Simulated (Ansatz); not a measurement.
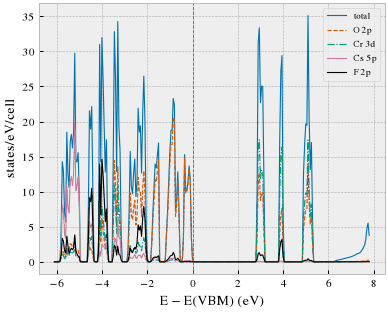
Total and projected density of states of CsCrO₃F in space group Cc (No. 9; Pearson symbol mS24), the program Ansatz at the LDA level (PAW)

**Question.** Which orbitals carry the states next to the gap?

**Answer.** Top 1 eV of the valence band: O 2p 92 %. Bottom 1 eV of the conduction band: Cr 3d 52 %, O 2p 39 %. Projections are on Löwdin-orthogonalised atomic valence shells; empty p or d shells of many metals are not among them.

**Question.** Where is the tallest occupied peak in this window, and what makes it?

**Answer.** Near -3.3 eV, about 34 states/eV per cell; the largest projected share is O 2p.

The workflow started from a Materials Project entry (that database holds measured and hypothetical structures alike); the Crystallography Open Database copy checked does not list it. With O and F taken as one species the cell has the higher symmetry C2/c, so it may be an ordered model of a mixed-site phase. Whether it is the stable phase at ambient conditions was not checked. The cell was relaxed with LDA under the symmetry of its start; of distortions, only those at the zone centre were tested. No spin polarisation was allowed. No Hubbard U is applied. Spin–orbit coupling is left out wherever it is not named.

Potentials: the later of the program's two PAW sets.
